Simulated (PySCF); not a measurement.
**Run report: C₃H₃ClGeO₂, excited-state calculation**

C₃H₃ClGeO₂, SMILES O=C=[C](C=O)[GeH2][Cl], computed with TDDFT B3LYP/def2-SVPD, vertical, gas phase, core orbitals frozen in the response (PySCF 2.14.0).

The geometry comes from this level: GFN2-xTB. It belongs to a series of runs on one base structure; here: C replaced by Ge.

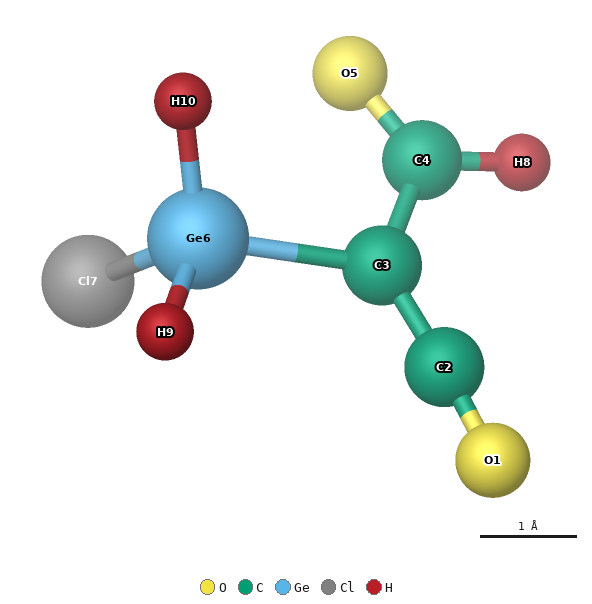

*The structure (ball-and-stick view, seen at a tilt; atoms are numbered from 1 in the order of the input). Sticks mark near contacts.*

## Key numbers

```tsv
quantity	value
outcome	converged
total energy	−2803.258283 hartree
HOMO	−7.86 eV
LUMO	−2.39 eV
dipole moment	2.24 D
mean polarisability	85.83 a.u.
lowest singlet excitation	4.02 eV
hardware	1 CPU thread, shared host
wall time	67 s
peak memory	0.79 GiB
```

Spin–orbit coupling is left out, which matters for the heavy atoms.

## The input
```
{"job": {"kind": "uv", "xc": "B3LYP", "basis": "def2-SVPD", "nstates": 8, "ntriplets": 3}, "charge": 0, "multiplicity": 1}
O     -1.815407     2.269341    -0.527507
C     -1.285641     1.266318    -0.299755
C     -0.604863     0.196320    -0.033378
C     -1.039099    -1.172939     0.055214
O     -0.259037    -2.070974     0.276099
Ge     1.378365     0.250682     0.237297
Cl     2.259380    -0.450607    -1.515902
H     -2.114937    -1.361521    -0.084823
H      1.785191     1.694422     0.453040
H      1.704930    -0.616388     1.417187
```

The first line tells a small driver script what to run in PySCF; the rest is the geometry in Å.

Run as:
```bash
OMP_NUM_THREADS=1 python <driver script> task.json out
```

## Log
```
coarse grid: 47048 points
cycle   1  E = -2803.0215108815  dE =  6.674e-01  |g| = 1.109e+00  |ddm| = 5.006e+00
cycle   2  E = -2801.6408366625  dE =  1.381e+00  |g| = 2.743e+00  |ddm| = 5.485e+00
cycle   3  E = -2803.2078370090  dE = -1.567e+00  |g| = 4.684e-01  |ddm| = 4.832e+00
cycle   4  E = -2803.2472844864  dE = -3.945e-02  |g| = 2.275e-01  |ddm| = 1.116e+00
cycle   5  E = -2803.2546479596  dE = -7.363e-03  |g| = 1.333e-01  |ddm| = 3.659e-01
cycle   6  E = -2803.2582341685  dE = -3.586e-03  |g| = 1.822e-02  |ddm| = 1.472e-01
cycle   7  E = -2803.2583196473  dE = -8.548e-05  |g| = 5.488e-03  |ddm| = 4.857e-02
cycle   8  E = -2803.2583251044  dE = -5.457e-06  |g| = 2.244e-03  |ddm| = 1.054e-02
final grid: 96944 points
cycle   9  E = -2803.2582790019  dE =  2.941e-06  |g| = 3.984e-03  |ddm| = 1.439e-02
cycle  10  E = -2803.2582671032  dE =  1.190e-05  |g| = 7.654e-03  |ddm| = 2.315e-02
cycle  11  E = -2803.2582831774  dE = -1.607e-05  |g| = 1.101e-03  |ddm| = 1.582e-02
cycle  12  E = -2803.2582834089  dE = -2.315e-07  |g| = 5.747e-05  |ddm| = 1.314e-03
cycle  13  E = -2803.2582834095  dE = -6.012e-10  |g| = 3.147e-05  |ddm| = 1.071e-04
```

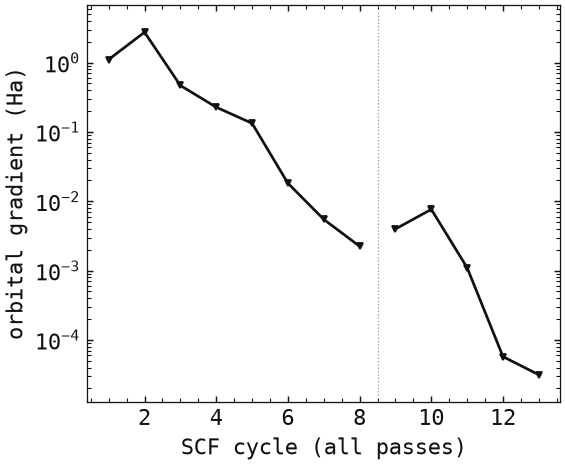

*Convergence of the self-consistent field: orbital gradient against the SCF cycle. The dotted line marks the change from a coarse to the final integration grid.*

The first 8 cycles use a coarse grid, the final grid takes over at cycle 9, and the field converges after 13 cycles in all.

```
converged SCF energy = -2803.2582834095

Static polarisability (au): isotropic 85.825, principal 67.202 81.791 108.482

Singlet excitations
state   eV       nm        f      main configurations
  1   4.0210    308.3   0.00224   H-1->L 0.79, H->L 0.20
  2   4.4139    280.9   0.00060   H->L+1 0.83, H-1->L+1 0.15
  3   4.5436    272.9   0.00307   H->L 0.75, H-1->L 0.19
  4   5.5933    221.7   0.05849   H-2->L 0.57, H-1->L+1 0.20, H-3->L 0.15
  5   5.6932    217.8   0.03472   H-2->L 0.42, H-3->L 0.31, H-1->L+1 0.20
  6   6.0385    205.3   0.08424   H-3->L 0.35, H-1->L+1 0.21, H-1->L+2 0.18
  7   6.2587    198.1   0.00234   H-2->L+1 0.52, H-3->L+1 0.27, H->L+2 0.09
  8   6.2868    197.2   0.00675   H->L+2 0.58, H-1->L+2 0.23, H-2->L+1 0.14

Triplet excitations (Tamm-Dancoff, eV): 3.7436 3.9092 4.1431
```

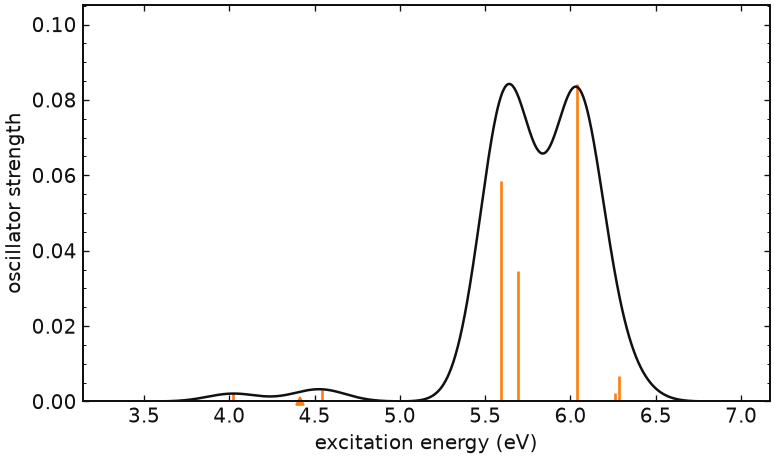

*Computed excitations as sticks (degenerate states added up, dark ones marked on the axis), with a Gaussian envelope of 0.35 eV full width at half maximum, scaled to the tallest.*

Of the 8 states the lowest lies at 4.02 eV (f = 0.002); the strongest line is at 6.04 eV, or 205 nm (f = 0.084).

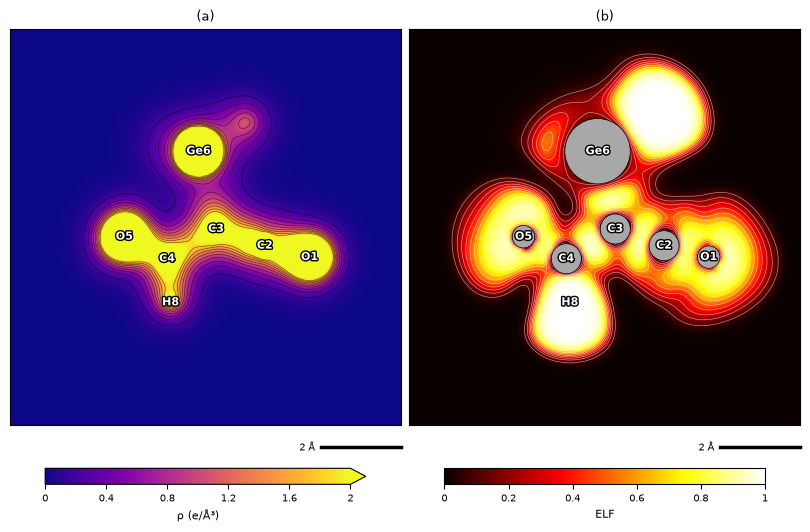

*(a) electron density; (b) electron localisation function on the plane of atoms C3, C4 and O5. Grey discs, where drawn, cover atomic cores.*

Atoms in the plane: O, C, Ge and H. C–O (1.16 Å): ρ is about 3.7 e/Å³ halfway; the ELF peaks at about 0.85 between the atoms; a double or triple bond. C–C (1.30 Å): ρ is about 2.3 e/Å³ halfway; the ELF peaks at about 0.90 between the atoms (a double or triple bond). C–H (1.10 Å): ρ at the midpoint is about 2 e/Å³; the ELF climbs to about 1 towards the hydrogen, as it does in any bond to H; a covalent bond by its length.

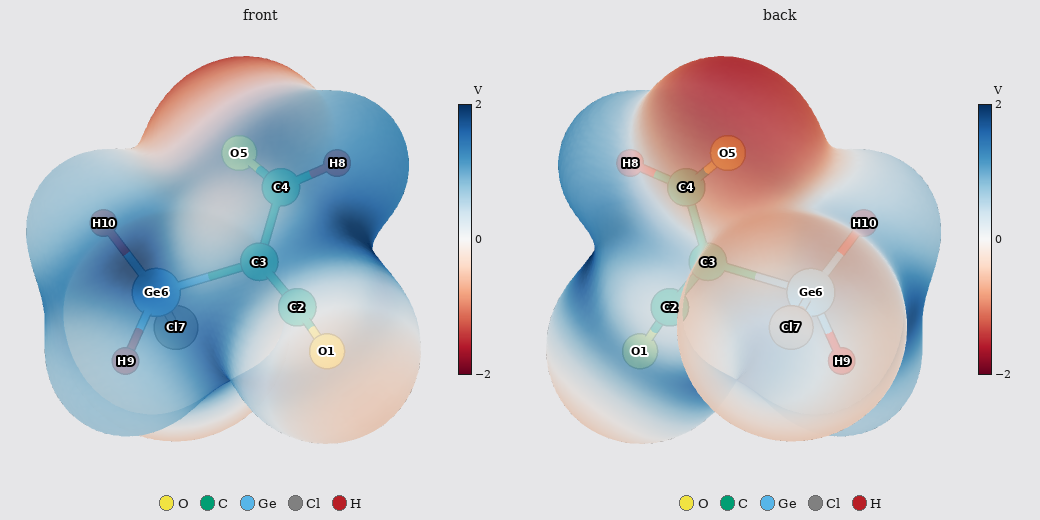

*The electrostatic potential painted on the density surface at 0.002 e/bohr³, seen at a tilt and from behind; the colour scale runs from red (negative) to blue (positive).*

Its dipole moment is 2.24 D.

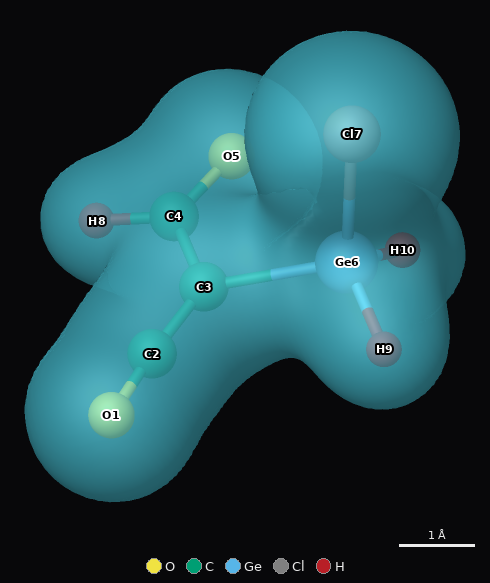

*Isosurface of the electron density at 0.1 e/Å³ (cyan), seen at an oblique angle.*

At this value the surface is in one piece. On the grid the lowest density along these lines, outside the cores, is 3.2 e/Å³ (C–O, 1.16 Å), 2.3 e/Å³ (C–C, 1.30 Å), 0.75 e/Å³ (C–Ge, 2.00 Å) and 0.76 e/Å³ (Ge–Cl, 2.08 Å).
